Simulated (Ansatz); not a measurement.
# CBr2F2 (dibromodifluoromethane) at CCSD/cc-pVDZ

What is the electronic atomisation energy of CBr2F2 (dibromodifluoromethane) at CCSD/cc-pVDZ? 

The calculation is run with Ansatz 0.2.0.

## Step 1: The system as given

CBr2F2 has 5 atoms, charge 0, and is taken as a singlet. SMILES: `FC(F)(Br)Br`. The shape is that of a PBE0-D4/def2-TZVP optimisation.

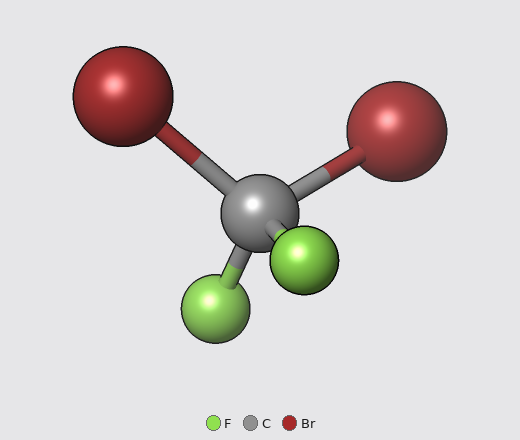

The structure, seen from a chosen angle (fluorine green, carbon grey, bromine red).

## Step 2: A single-point energy at CCSD/cc-pVDZ

job.yaml reads:

```yaml
basis:
  gaussian:
    orbitals: cc-pVDZ
crystal:
  periodic: [false, false, false]
  atoms:
    - {symbol: F, position_ang: [-0.970400, -0.113400, 0.986300]}
    - {symbol: C, position_ang: [0.004800, -0.087600, 0.090900]}
    - {symbol: F, position_ang: [0.914800, -0.981400, 0.446600]}
    - {symbol: Br, position_ang: [-0.709300, -0.561200, -1.642100]}
    - {symbol: Br, position_ang: [0.810000, 1.669900, 0.077000]}
total_charge: 0
correlation:
  method: ccsd
  frozen_orbitals: {Br: 9, C: 1, F: 1}
accuracy: high
scf:
  omitted_lower_state_checks: [cluster_reference, increment]
```

On the command line:

```bash
$ ansatz run job.yaml --threads 1 --pin off --max-ram 3480MiB --events-out events.jsonl --progress --plain --runs-dir runs
```

Standard output, shortened:

```text
Warning: RAYON_NUM_THREADS=1 ignored (pool sized by the plan → 1); use --threads N
Functional definition: HF
  name "HF"
[...]
2003 factors; integrals over basis functions are off by at most 4.6e-9 eV
[...]
mean field -146437.93003350 eV, -5381.4946695370 hartree, gradient 2.4e-8 eV, S^2 0.000000; 0 other end points of the search recorded, 0 dependent functions left out
21 core orbitals not correlated: weight in the atoms' cores, before any rotation towards them, 1.000 or more for the frozen orbitals, at most 0.000 for the correlated occupied ones
reference -146437.93003350 eV, -5381.4946695370 hartree; 26, 26 occupied and 49, 49 virtual orbitals, 2003 factors
second order -20.85526578 eV of doubles, -0.00000000 eV of singles
cycle   1  -20.83075477 eV  change    2.5e-2 eV  update   1.0e-1
[...]
cycle  21  -21.37336479 eV  change    1.1e-9 eV  update   1.2e-9
Total energy: -146459.30339829 eV, -5382.2801262056 hartree
Checks for a lower state left out: cluster_reference, increment
```

It took 22 s on 1 thread of AMD EPYC 9R14 (Zen 4), shared host; peak memory 0.58 GiB.

## Step 3: The Br atom at the same level

run.yaml reads:

```yaml
crystal:
  periodic: [false, false, false]
  atoms:
    - {symbol: Br, position_ang: [0.000000, 0.000000, 0.000000]}
basis:
  gaussian:
    orbitals: cc-pVDZ
magnetization:
  spin_polarized: true
  initial_magnetization: 1
correlation:
  method: ccsd
  frozen_orbitals: {Br: 9}
accuracy: high
scf:
  omitted_lower_state_checks: [cluster_reference, increment]
```

Run the same way, it converges to -2572.48601 Eh (log not shown).

## Step 4: The C atom

job.yaml reads:

```yaml
crystal:
  periodic: [false, false, false]
  atoms:
    - symbol: C
      position_ang: [0.000000, 0.000000, 0.000000]
basis:
  gaussian: {orbitals: cc-pVDZ}
total_charge: 0
magnetization: {spin_polarized: true, initial_magnetization: 2}
correlation: {method: ccsd, frozen_orbitals: {C: 1}}
accuracy: high
scf: {omitted_lower_state_checks: [cluster_reference, increment]}
```

Run the same way, it converges to -37.75945 Eh (log not shown).

## Step 5: The F atom, same level

Edit run.yaml of step 3 so:

```diff
@@ -3,3 +3,3 @@
   atoms:
-    - {symbol: Br, position_ang: [0.000000, 0.000000, 0.000000]}
+    - {symbol: F, position_ang: [0.000000, 0.000000, 0.000000]}
 basis:
@@ -12,3 +12,3 @@
   method: ccsd
-  frozen_orbitals: {Br: 9}
+  frozen_orbitals: {F: 1}
 accuracy: high
```

Run the same way, it converges to -99.52669 Eh (log not shown).

## Step 6: What came out

At CCSD/cc-pVDZ, 21 core orbitals frozen:

| quantity | value |
| --- | --- |
| molecule: total energy | -5382.28013 Eh |
| molecule: correlation energy (21 core orbitals frozen) | -785.5 mEh |
| molecule: T1 diagnostic | 0.009 |
| Br atom: total energy | -2572.48601 Eh |
| Br atom: correlation energy (9 core orbitals frozen) | -117.6 mEh |
| Br atom: ⟨S²⟩ | 0.756 |
| Br atom: T1 diagnostic | 0.003 |
| C atom: total energy | -37.75945 Eh |
| C atom: correlation energy (1 core orbital frozen) | -72.9 mEh |
| C atom: ⟨S²⟩ | 2.006 |
| C atom: T1 diagnostic | 0.007 |
| F atom: total energy | -99.52669 Eh |
| F atom: correlation energy (1 core orbital frozen) | -151.4 mEh |
| F atom: ⟨S²⟩ | 0.752 |
| F atom: T1 diagnostic | 0.003 |
| electronic atomisation energy | 13.477 eV |

What this shows: Taking the molecule apart into free atoms costs 13.48 eV (1300 kJ/mol), before zero-point energy and without spin-orbit coupling.
